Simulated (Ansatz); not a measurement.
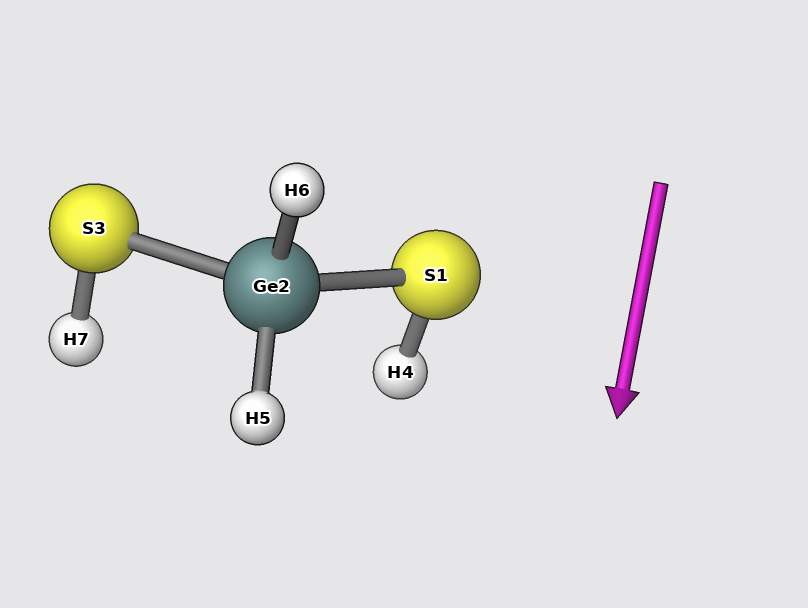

The arrow beside the molecule shows the direction of the dipole moment, from the negative to the positive end (its length means nothing). Computed geometry: PBE-D4/def2-SVP optimisation. No frequency run is at hand to confirm it as a minimum. Properties computed with RKS PBE-D4/def2-SVP (Ansatz 0.2.0).

Estimate the dipole moment.

1.76 D; it points from the side of H6 to the side of H5 (the outermost atoms at the two ends).
